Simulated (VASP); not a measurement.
Band structure of Ir$_{2}$Au (space group Fd-3m). These are PBE GGA, VASP's PBE PAW potentials (set 64) (plane waves; VASP) values and carry that method's errors.

Unless said otherwise, spin-orbit coupling is left out, though it shifts the bands of the heavy elements here.

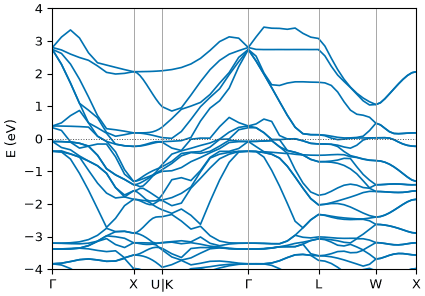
Figure. Bands along high-symmetry lines, zero at the valence-band maximum or, without a gap, the Fermi level

**Question.** Read the plot: is there a gap, and where are the band edges?

**Answer.** It has no gap at this level: it comes out as a metal or semimetal.

The structure was generated: Ir2Au was put into an ordered model structure, which need not be its known phase. The cell was not relaxed at this level.
